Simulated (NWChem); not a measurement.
# HF/6-31G(d) (spherical functions) run of CH6GeSi (SMILES [CH2]1[SiH2][GeH2]1)

What is the adiabatic ionisation energy of CH6GeSi at HF/6-31G* (spherical functions)? 

The calculation is run with NWChem 7.3.0.

**1. The molecule**

CH6GeSi: 9 atoms, total charge 0, spin state singlet. As SMILES, `[CH2]1[SiH2][GeH2]1`. The shape is that of a PBE0-D4/def2-TZVP optimisation. The run starts from this shape.

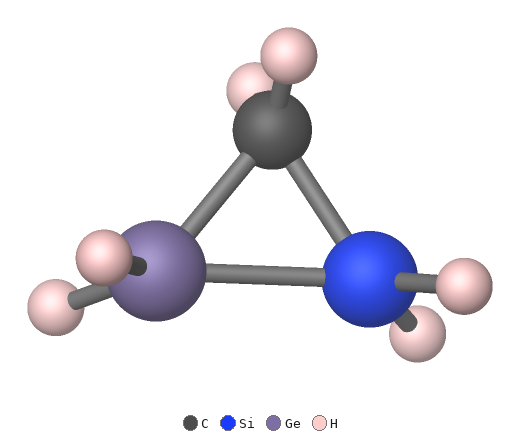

The structure, seen from a chosen angle (carbon dark grey, silicon blue, germanium purple, hydrogen pink).

**2. A geometry optimisation at HF/6-31G(d) (spherical functions)**

The input, geom.nw:

```
start geom
title "CH6GeSi hf"
memory 2200 mb
geometry units angstroms
   C     -0.726700     0.082100    -0.693700
   Si     0.887500     0.879500    -0.151400
   Ge    -0.040700    -0.948100     0.885700
   H     -1.647500     0.636600    -0.532900
   H     -0.737600    -0.453300    -1.639500
   H      0.802100     2.227300     0.458900
   H      2.050400     0.731400    -1.058000
   H      0.399400    -2.377500     0.568600
   H     -0.898400    -0.824300     2.145300
end
basis spherical bse
   * library 6-31G*
end
scf
   thresh 1e-07
   maxiter 80
   print low
end
driver
   maxiter 60
end
freq
   temp 3 298.15 600 900
end
task scf optimize
task scf frequencies
```

Started as:

```
$ nwchem geom.nw > geom.out
```

The program printed:

```text
[...]
 Group name             Cs
[...]
  functions       =    76
[...]
  wavefunction    = RHF
[...]
         Total SCF energy =  -2405.289641017151
[...]
@    0   -2405.28964102  0.0D+00  0.00457  0.00154  0.00000  0.00000     19.8
[...]
         Total SCF energy =  -2405.289882400737
[...]
@    1   -2405.28990856 -2.7D-04  0.00287  0.00070  0.00993  0.01961     45.9
[...]
@    3   -2405.28997166 -8.4D-06  0.00023  0.00005  0.00312  0.00703    100.6
[...]
         Total SCF energy =  -2405.289972548830
[...]
@    4   -2405.28997255 -8.9D-07  0.00006  0.00002  0.00092  0.00232    125.9
[...]
         Total SCF energy =  -2405.289972652365
[...]
         Total SCF energy =  -2405.289972666490
[...]
                         RHF ENERGY GRADIENTS
    atom               coordinates                        gradient
                 x          y          z           x          y          z
   1 C      -2.435286   1.160630   0.000000   -0.000002   0.000022   0.000000
   2 Si      0.769912   2.756203   0.000000   -0.000003   0.000080   0.000000
   3 Ge      0.212826  -1.577106   0.000000   -0.000010  -0.000031   0.000000
   4 H      -3.574441   1.298899   1.688945    0.000020  -0.000009  -0.000012
   5 H      -3.574441   1.298899  -1.688945    0.000020  -0.000009   0.000012
   6 H       1.499285   4.125318   2.307034   -0.000009  -0.000020  -0.000034
   7 H       1.499285   4.125318  -2.307034   -0.000009  -0.000020   0.000034
   8 H       0.362050  -3.158061  -2.418608   -0.000003  -0.000007   0.000007
   9 H       0.362050  -3.158061   2.418608   -0.000003  -0.000007  -0.000007
[...]
@    5   -2405.28997267 -1.2D-07  0.00004  0.00001  0.00034  0.00064    145.7
[...]
      Optimization converged
[...]
@    5   -2405.28997267 -1.2D-07  0.00004  0.00001  0.00034  0.00064    145.7
[...]
         Total SCF energy =  -2405.289972653808
      One-electron energy =  -3857.265493920222
      Two-electron energy =   1197.751558344245
 Nuclear repulsion energy =    254.223962922168
        Time for solution =      3.9s
[...]
 Zero-Point correction to Energy  =   38.729 kcal/mol  (  0.061719 au)
 Thermal correction to Energy     =   59.240 kcal/mol  (  0.094404 au)
 Thermal correction to Enthalpy   =   61.027 kcal/mol  (  0.097253 au)
 Total Entropy                    =  104.390 cal/mol-K
   - Translational                =   45.728 cal/mol-K (mol. weight = 119.9458)
   - Rotational                   =   28.561 cal/mol-K (symmetry #  =        1)
   - Vibrational                  =   30.101 cal/mol-K
 Cv (constant volume heat capacity) =   35.496 cal/mol-K
   - Translational                  =    2.979 cal/mol-K
   - Rotational                     =    2.979 cal/mol-K
   - Vibrational                    =   29.537 cal/mol-K
[...]
 Normal Eigenvalue ||           Projected Infra Red Intensities
  Mode   [cm**-1]  || [atomic units] [(debye/angs)**2] [(KM/mol)] [arbitrary]
 ------ ---------- || -------------- ----------------- ---------- -----------
    1       -0.000 ||    0.000001           0.000         0.001       0.000
    2       -0.000 ||    0.000009           0.000         0.009       0.002
    3        0.000 ||    0.000016           0.000         0.016       0.003
    4        0.000 ||    0.000006           0.000         0.006       0.001
    5        0.000 ||    0.000000           0.000         0.000       0.000
    6        0.000 ||    0.000054           0.001         0.052       0.010
    7      313.728 ||    0.007620           0.176         7.429       1.454
    8      409.532 ||    0.007323           0.169         7.138       1.398
    9      428.691 ||    0.001671           0.039         1.629       0.319
   10      446.227 ||    0.031811           0.734        31.011       6.072
   11      506.143 ||    0.015942           0.368        15.541       3.043
   12      597.091 ||    0.059337           1.369        57.845      11.326
   13      644.717 ||    0.000002           0.000         0.002       0.000
   14      730.764 ||    0.019532           0.451        19.040       3.728
[...]
```

It took 3.4 min on 1 thread of Intel Xeon 6975P-C (Granite Rapids), shared host; peak memory 0.13 GiB.

The path in brief:

```tsv
step	energy from the first frame kept (eV)
0	0.0000
1	-0.0073
2	-0.0088
3	-0.0090
4	-0.0090
5	-0.0090
```

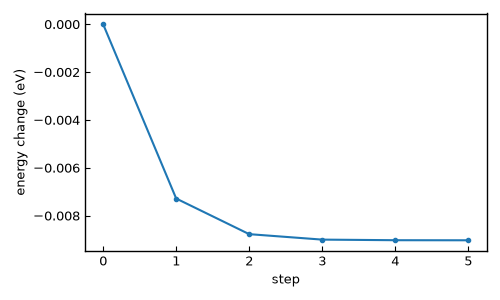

Energy along the run.

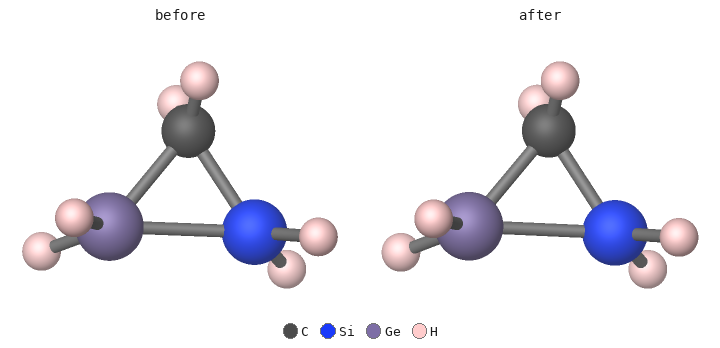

Before and after, at one scale.

After the run. Bond lengths: C1–Si2 1.895 Å, C1–Ge3 2.016 Å, Si2–Ge3 2.312 Å, C1–H4 1.081 Å, C1–H5 1.081 Å, Si2–H6 1.471 Å, Si2–H7 1.471 Å, Ge3–H8 1.531 Å, Ge3–H9 1.531 Å. Some angles: C1–Si2–Ge3 56.2°, Si2–C1–Ge3 72.4°, C1–Ge3–Si2 51.4°, C1–Si2–H6 117.0°, C1–Si2–H7 117.0°, Ge3–Si2–H6 121.5°, Ge3–Si2–H7 121.5°, Si2–C1–H4 118.0°, Si2–C1–H5 118.0°, Ge3–C1–H4 115.9°.

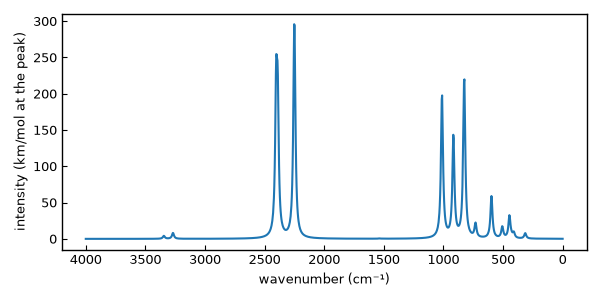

Harmonic infrared spectrum, unscaled, lines broadened by 10 cm⁻¹.

**3. The doublet cation: a structure relaxation at UHF/6-31G(d) (spherical functions)**

The input, work.nw:

```
START work
TITLE "CH6GeSi hf"
memory total 2200 mb
charge 1

GEOMETRY noautosym
 C       -0.726700       0.082100      -0.693700
 Si       0.887500       0.879500      -0.151400
 Ge      -0.040700      -0.948100       0.885700
 H       -1.647500       0.636600      -0.532900
 H       -0.737600      -0.453300      -1.639500
 H        0.802100       2.227300       0.458900
 H        2.050400       0.731400      -1.058000
 H        0.399400      -2.377500       0.568600
 H       -0.898400      -0.824300       2.145300
END

BASIS "ao basis" spherical bse
 C library 6-31G*
 Si library 6-31G*
 Ge library 6-31G*
 H library 6-31G*
END

SCF
 nopen 1
 uhf
 thresh 1e-07
 maxiter 80
 print low
END

DRIVER
 maxiter 60
END

FREQ
 temp 2 298.15 573.15
END

TASK scf optimize
TASK scf frequencies
```

Started as:

```
$ nwchem work.nw > work.out
```

The program printed, shortened:

```text
[...]
  functions       =    76
[...]
  wavefunction    = UHF
[...]
         Total SCF energy =  -2405.006462691190
[...]
@    0   -2405.00646269  0.0D+00  0.03458  0.00768  0.00000  0.00000     41.7
[...]
         Total SCF energy =  -2405.021540335787
[...]
@    1   -2405.03301923 -2.7D-02  0.01589  0.00336  0.09579  0.24443     93.4
[...]
@    8   -2405.03849424 -6.3D-06  0.00009  0.00003  0.00283  0.00818    377.5
[...]
         Total SCF energy =  -2405.038494911488
[...]
@    9   -2405.03849491 -6.7D-07  0.00011  0.00002  0.00112  0.00320    410.8
[...]
         Total SCF energy =  -2405.038495102696
[...]
         Total SCF energy =  -2405.038495208469
[...]
                         UHF ENERGY GRADIENTS
    atom               coordinates                        gradient
                 x          y          z           x          y          z
   1 C      -1.537075   0.753677  -2.007203   -0.000021  -0.000001  -0.000026
   2 Si      1.403830   2.499627  -1.308192   -0.000022  -0.000002  -0.000017
   3 Ge     -0.667344  -1.456372   0.885903    0.000005  -0.000054   0.000058
   4 H      -3.276428   1.769919  -1.665014    0.000006  -0.000008  -0.000011
   5 H      -1.552422  -0.295051  -3.760787   -0.000010   0.000014   0.000013
   6 H       1.299059   4.762885   0.250849    0.000029   0.000021  -0.000002
   7 H       3.707312   1.878273  -2.676335    0.000026   0.000024   0.000003
   8 H       0.672656  -3.934878   0.361570   -0.000016   0.000015   0.000003
   9 H      -1.856042  -0.906603   3.435071    0.000003  -0.000009  -0.000021
[...]
@   10   -2405.03849521 -3.0D-07  0.00004  0.00001  0.00083  0.00156    443.6
[...]
      Optimization converged
[...]
@   10   -2405.03849521 -3.0D-07  0.00004  0.00001  0.00083  0.00156    443.6
[...]
         Total SCF energy =  -2405.038495208468
      One electron energy =  -3822.636738978790
      Two electron energy =   1174.046969602112
 Nuclear repulsion energy =    243.551274168210
                       Sz =      0.5000
                 Sz(Sz+1) =      0.7500
                      S^2 =      0.7598
[...]
```

It took 8.5 min on 1 thread of Intel Xeon 6975P-C (Granite Rapids), shared host; peak memory 0.14 GiB.

Step by step:

```tsv
step	energy from the first frame kept (eV)
0	0.0000
1	-0.7226
2	-0.8217
3	-0.8465
4	-0.8634
5	-0.8695
6	-0.8709
7	-0.8715
8	-0.8716
9	-0.8716
10	-0.8716
```

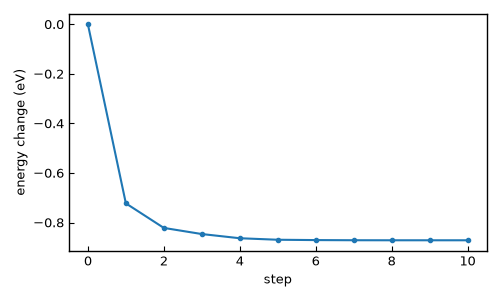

Energy along the run.

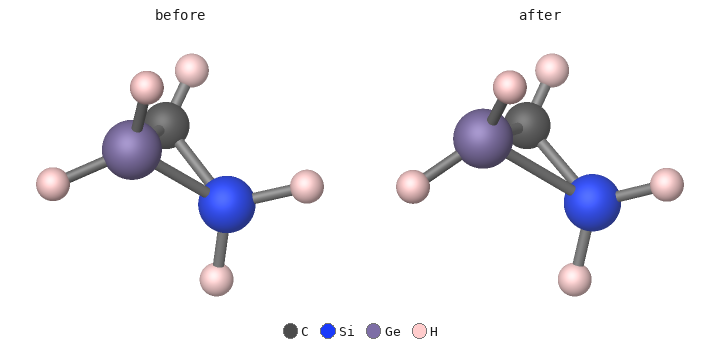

Before and after, at one scale.

After the run. Bond lengths: C1–Si2 1.847 Å, C1–Ge3 1.981 Å, C1–H4 1.081 Å, C1–H5 1.081 Å, Si2–H6 1.455 Å, Si2–H7 1.455 Å, Ge3–H8 1.517 Å, Ge3–H9 1.517 Å. Some angles: Si2–C1–Ge3 86.8°, C1–Si2–H6 119.5°, C1–Si2–H7 119.5°, Si2–C1–H4 115.8°, Si2–C1–H5 115.8°, Ge3–C1–H4 111.2°, Ge3–C1–H5 111.2°, C1–Ge3–H8 118.5°, C1–Ge3–H9 118.5°, H6–Si2–H7 120.0°. A long bond or contact: Si2–Ge3 2.633 Å.

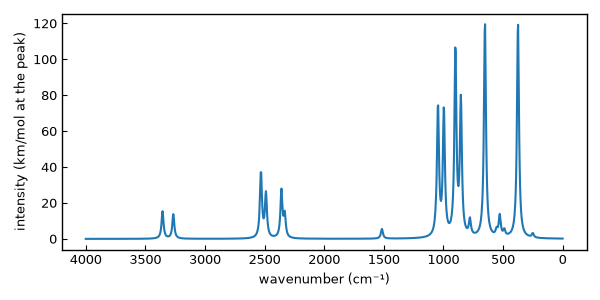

Harmonic infrared spectrum, unscaled, lines broadened by 10 cm⁻¹.

**4. Summary of results**

At HF/6-31G* (spherical functions):

```
                                                                   quantity             value
                                  run 1, HF/6-31G*: total energy at the end    -2405.28997 Eh
                               run 1, HF/6-31G*: lowest harmonic wavenumber          314 cm⁻¹
                              run 1, HF/6-31G*: highest harmonic wavenumber         3345 cm⁻¹
                                        run 1, HF/6-31G*: zero-point energy      162.0 kJ/mol
run 1, HF/6-31G*: ideal-gas entropy at 298.15 K (symmetry number 1 as used)  72.0 cal/(mol K)
                                    doublet cation: total energy at the end    -2405.03850 Eh
                                                       doublet cation: ⟨S²⟩             0.760
                                 doublet cation: lowest harmonic wavenumber          250 cm⁻¹
                                doublet cation: highest harmonic wavenumber         3356 cm⁻¹
                                          doublet cation: zero-point energy      161.8 kJ/mol
    adiabatic ionisation energy (to the doublet cation, no zero-point term)          6.843 eV
```

**Reading.** The adiabatic ionisation energy (to the doublet cation, no zero-point term) is 6.84 eV (158 kcal/mol). All 21 modes (run 1, HF/6-31G*) are real, so the shape is a minimum at this level. The optimisation (run 1, HF/6-31G*) took 6 steps and changed the energy by -0.009 eV. All 21 modes (doublet cation) are real, so the shape is a minimum at this level. The optimisation (doublet cation) took 11 steps and changed the energy by -0.872 eV.
